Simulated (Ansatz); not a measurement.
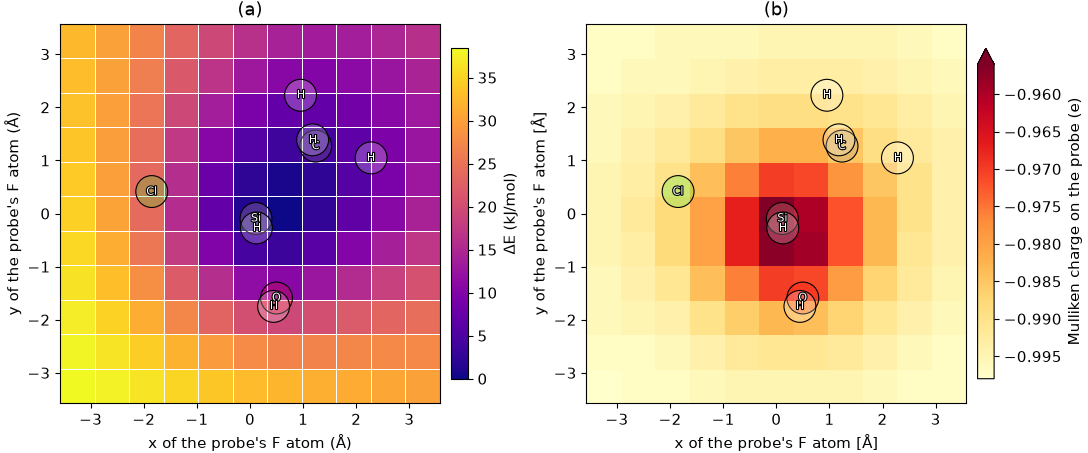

CH₅ClOSi (SMILES C[SiH](O)Cl) with the probe F-. The probe is moved over a plane parallel to the molecule's main plane, 4.21 Å above it. First axis: x of the probe's F atom. Second axis: y of the probe's F atom. Nothing is relaxed (molecule and probe rigid). The scan uses an 11 × 11 grid. Points are written as (first, second). All energies are given in kJ/mol relative to the lowest grid point. Computed with RKS B3LYP-D4/def2-SVPD in Ansatz.

Panel (a) is the energy; panel (b) is the computed Mulliken charge on the probe, in e.

The picture shows one coloured cell a grid point, labelled circles for the molecule's atoms, projected on the plane.

Question: How does the Mulliken charge on the probe vary over the map, and what is it at the lowest grid point?

Answer: Leaving out the highest fifth of the energies, it runs from −1.00 e at (−2.60 Å, 3.25 Å) to −0.96 e at (0.00 Å, 0.00 Å) [nearest 1 H at 2.32 Å]. At the lowest grid point, (0.65 Å, 0.00 Å) [nearest 1 H at 2.37 Å], it is −0.96 e.

```tsv
y of the probe's F atom ↓, x of the probe's F atom →	−3.25	−2.60	−1.95	−1.30	−0.65	0.00	0.65	1.30	1.95	2.60	3.25
3.25	−1.00	−1.00	−1.00	−1.00	−1.00	−0.99	−0.99	−0.99	−0.99	−1.00	−1.00
2.60	−1.00	−1.00	−1.00	−0.99	−0.99	−0.99	−0.99	−0.99	−0.99	−0.99	−1.00
1.95	−1.00	−0.99	−0.99	−0.99	−0.99	−0.99	−0.99	−0.99	−0.99	−0.99	−0.99
1.30	−1.00	−0.99	−0.99	−0.99	−0.98	−0.98	−0.98	−0.98	−0.99	−0.99	−0.99
0.65	−0.99	−0.99	−0.99	−0.98	−0.98	−0.97	−0.97	−0.98	−0.98	−0.99	−0.99
0.00	−0.99	−0.99	−0.99	−0.98	−0.97	−0.96	−0.96	−0.97	−0.98	−0.99	−0.99
−0.65	−0.99	−0.99	−0.99	−0.98	−0.97	−0.96	−0.96	−0.97	−0.98	−0.99	−0.99
−1.30	−1.00	−0.99	−0.99	−0.98	−0.98	−0.97	−0.97	−0.98	−0.99	−0.99	−0.99
−1.95	−1.00	−0.99	−0.99	−0.99	−0.99	−0.98	−0.98	−0.99	−0.99	−0.99	−1.00
−2.60	−1.00	−1.00	−1.00	−0.99	−0.99	−0.99	−0.99	−0.99	−0.99	−1.00	−1.00
−3.25	−1.00	−1.00	−1.00	−1.00	−0.99	−0.99	−0.99	−0.99	−1.00	−1.00	−1.00
```
